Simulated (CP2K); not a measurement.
Consider 1,3-dioxolane at its PBE geometry (Å).

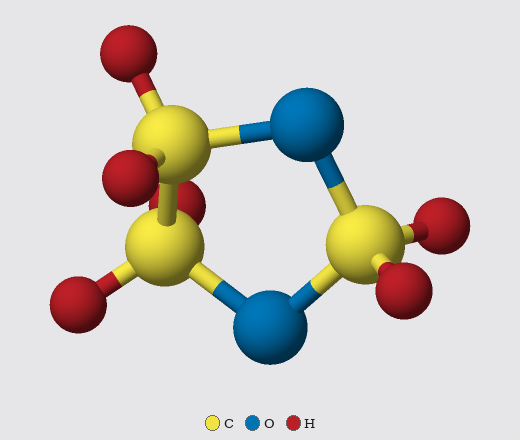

The molecule (carbon yellow, oxygen blue, hydrogen red).

```xyz
11

C    -0.4048    1.0170    0.0967
C    -1.0143   -0.3753    0.1407
O     0.1316   -1.1976    0.4378
C     1.2436   -0.5601   -0.2036
O     0.8589    0.7798   -0.5577
H    -0.2519    1.4179    1.1141
H    -0.9644    1.7401   -0.5086
H    -1.4548   -0.6514   -0.8336
H    -1.7512   -0.5260    0.9383
H     2.0833   -0.5639    0.5121
H     1.5241   -1.0805   -1.1361
```

Method: CP2K XAS_TDP, all-electron GAPW, PBEh(45%), aug-cc-pVDZ, TDA, GW2X-corrected core level, no relativity.

Q: Predict the bright core excitations at the C K edge.

Leading lines: C1 291.54 eV and C4 292.81 eV. The leading line of an atom is its first one with 35 % of the strongest within 2.5 eV of its lowest line over the strength cut. Core ionisation energies at this level: C1 293.75 and C4 294.95 eV.

The first six lines of each atom with a strength over 0.0015:

| atom | energy (eV) | states | strength, one atom | above the computed threshold |
| --- | --- | --- | --- | --- |
| C1 (bonded to C, O and 2 H), 2 alike | 291.54 | 1 | 0.0265 |  |
|  | 291.79 | 1 | 0.0214 |  |
|  | 292.18 | 1 | 0.0222 |  |
|  | 292.82 | 1 | 0.0016 |  |
|  | 293.11 | 1 | 0.0041 |  |
|  | 293.44 | 1 | 0.0064 |  |
| C4 (bonded to 2 O and 2 H) | 292.81 | 1 | 0.0474 |  |
|  | 292.85 | 1 | 0.0219 |  |
|  | 293.55 | 1 | 0.0235 |  |
|  | 294.18 | 1 | 0.0125 |  |
|  | 294.55 | 1 | 0.0026 |  |
|  | 294.62 | 1 | 0.0043 |  |

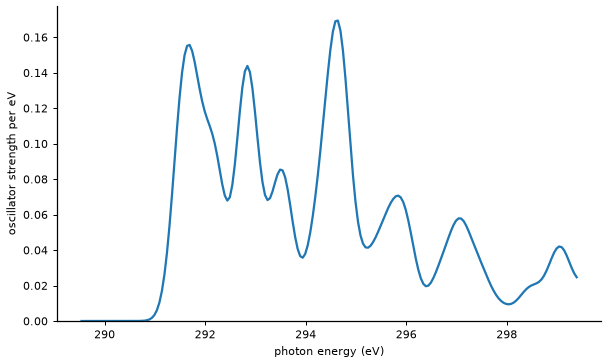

All atoms added, broadened by 0.5 eV.

Lines are vertical, at one geometry, with no vibrational structure. GW2X ionisation energies and lines can be off by 1 to 2 eV either way, and a good line position may hide errors that cancel. These values hold no scalar relativity, about 0.1 eV for C 1s. Rydberg lines, and the discretised continuum above threshold, depend on the basis and the box.

[Banner, clock and machine lines of the logs are left out without a mark of their own.]

[Logs are printed without paths, hosts, clocks, repeated set-up lines and the standing remarks that a program may print on its own settings, such as how far it seeks lower states.]

[Hosts, paths, dates, database ids (printed as entryN), source tags and the programs' standing remarks are cut or masked in the printed files.]
